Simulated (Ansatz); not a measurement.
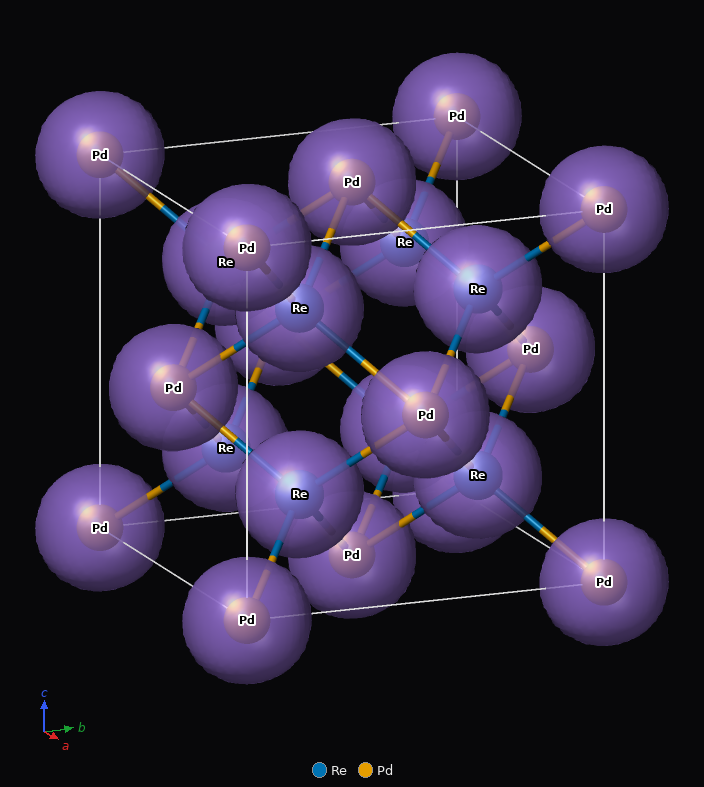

Re2Pd. Isosurface of the valence charge density (pseudo) at 0.8 e/Å³ (purple), seen slightly off an axis. Sticks mark near contacts.

Space group Fm-3m; started from the fluorite_225 prototype, which need not be the ambient phase; computed without spin polarisation.

All numbers below come from DFT PBE, scalar-relativistic, plane waves, PAW (Ansatz 0.2.0).

Core electrons are frozen (PAW), and the valence fields are smoothed inside the atomic spheres.

```
Re Pd
1.0
     5.94323    0.00000    0.00000
     0.00000    5.94323    0.00000
     0.00000    0.00000    5.94323
Re Pd
8 4
Direct
  0.25000 0.25000 0.25000
  0.75000 0.75000 0.25000
  0.75000 0.25000 0.75000
  0.25000 0.75000 0.75000
  0.75000 0.25000 0.25000
  0.25000 0.75000 0.25000
  0.25000 0.25000 0.75000
  0.75000 0.75000 0.75000
  0.00000 0.00000 0.00000
  0.50000 0.50000 0.00000
  0.50000 0.00000 0.50000
  0.00000 0.50000 0.50000
```

Q: How is the density connected at this value?

A: At this value the density breaks into separate islands; it holds about 75 % of the electrons treated as valence (semicore included). It bridges none of the near contacts. It is pinched off along the shortest Re–Pd (2.57 Å) contacts. On the grid the lowest density along these lines, outside the cores, is 0.5 e/Å³ (Re–Pd, 2.57 Å).
